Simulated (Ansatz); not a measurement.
## Electronic structure of Cl2Ga2H4O2 (SMILES [Cl][GaH-]1[OH+][GaH-]([Cl])[OH+]1) in real space

Input

```
crystal:
  periodic: [false, false, false]
  atoms:
    - {symbol: Cl, position_ang: [1.488093, 0.100437, 2.630269]}
    - {symbol: Ga, position_ang: [1.231020, -0.540481, 0.588890]}
    - {symbol: O, position_ang: [-0.622640, -1.058293, 0.330625]}
    - {symbol: Ga, position_ang: [-1.231028, 0.540396, -0.588384]}
    - {symbol: Cl, position_ang: [-1.490948, -0.099214, -2.629765]}
    - {symbol: O, position_ang: [0.623068, 1.057446, -0.331685]}
    - {symbol: H, position_ang: [2.241771, -1.444787, -0.154945]}
    - {symbol: H, position_ang: [-0.796457, -1.888449, -0.121090]}
    - {symbol: H, position_ang: [-2.240368, 1.444836, 0.157288]}
    - {symbol: H, position_ang: [0.797509, 1.888109, 0.118806]}
basis:
  gaussian: {orbitals: def2-TZVPP}
hamiltonian: {xc: pbe0, dispersion: d4}
output: {orbitals: {seedname: orbitals}}
```

Launched as:

```sh
ansatz run in.yaml --threads 4 --pin off --events-out ev --progress --plain --max-ram 11315MiB
```

Geometry: PBE0-D4/def2-TZVP.

Computed with Ansatz, RKS PBE0-D4/def2-TZVPP.

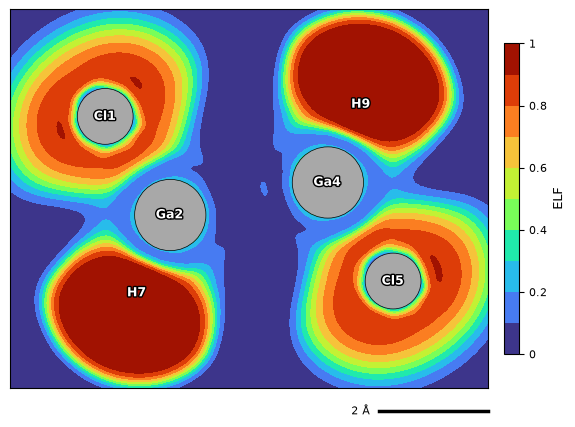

Figure 1. Electron localisation function on the plane of atoms Cl5, Ga4 and H9. Grey discs cover the atomic cores.

> What do the fields say about this system?

The section cuts through Cl, Ga and H sites.
Ga–Cl (2.15 Å): the ELF peaks at about 0.85 in the valence shell of Cl, 0.9 Å from its nucleus, and is about 0.55 at the midpoint.
Ga–H (1.55 Å): the ELF climbs to about 1 towards the hydrogen.
The ELF also peaks beside Cl5 and Cl1, away from the bonds: lone-pair regions.

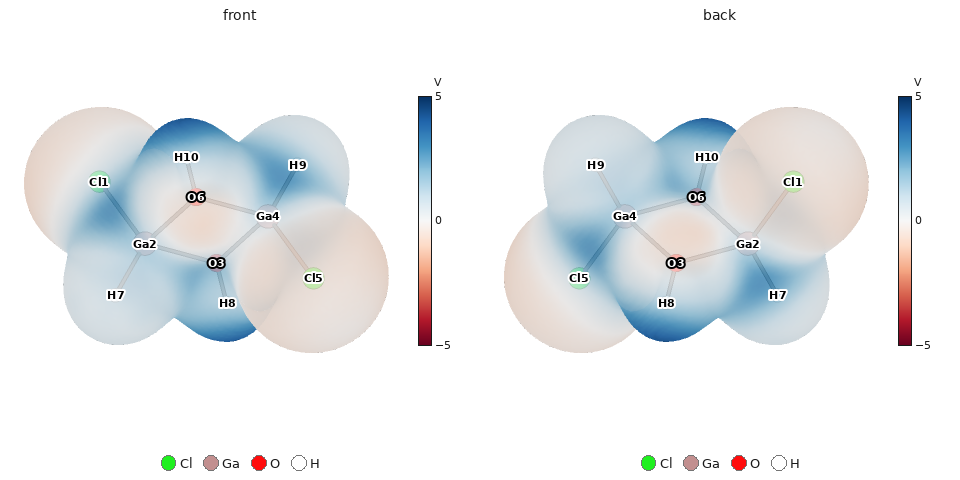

Figure 2. The molecular electrostatic potential painted on the density surface at 0.004 e/bohr³, seen from the front and from behind; red is negative and blue positive.

> Describe the electrostatic potential map.

The most negative region (about −0.7 V, or −16 kcal/mol for a unit charge) lies over Cl1, O3, Cl5 and O6, the most positive (about +4.1 V, or +95 kcal/mol for a unit charge) over H8 and H10.

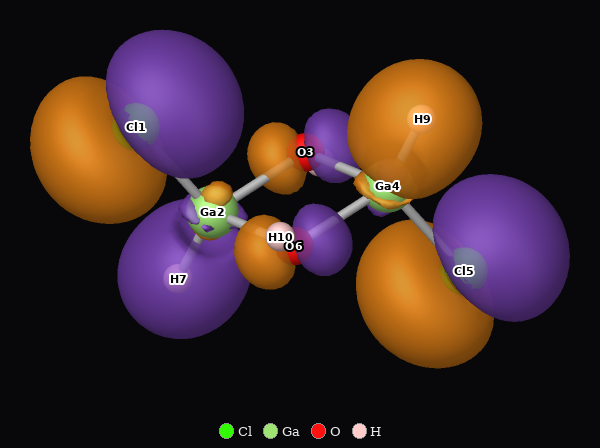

Figure 3. The HOMO at ±0.06 Å⁻³ᐟ² (orange and purple are the two phases), seen from one side.

> Describe this orbital and give its energy.

Its weight (Hirshfeld) is mainly on Cl1 (about 35 %) and Cl5 (about 35 %); it is ungerade (odd under inversion); largely a combination of lone pairs on Cl1 and Cl5. Its energy is −8.73 eV.

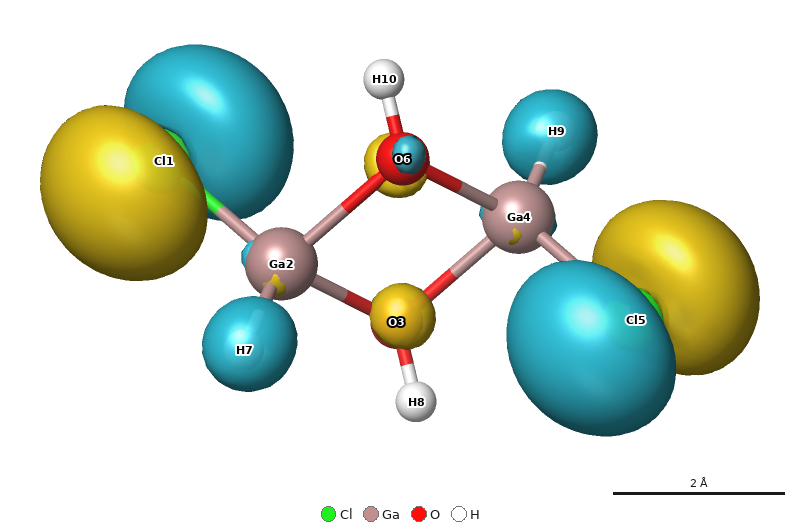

Figure 4. The HOMO−1 at ±0.1 Å⁻³ᐟ² (yellow and cyan are the two phases), seen across its widest extent.

> Describe this orbital and give its energy.

By Hirshfeld shares it lies mainly on Cl1 (about 40 %) and Cl5 (about 40 %); it is gerade (even under inversion); largely a combination of lone pairs on Cl1 and Cl5. Its energy is −8.90 eV.
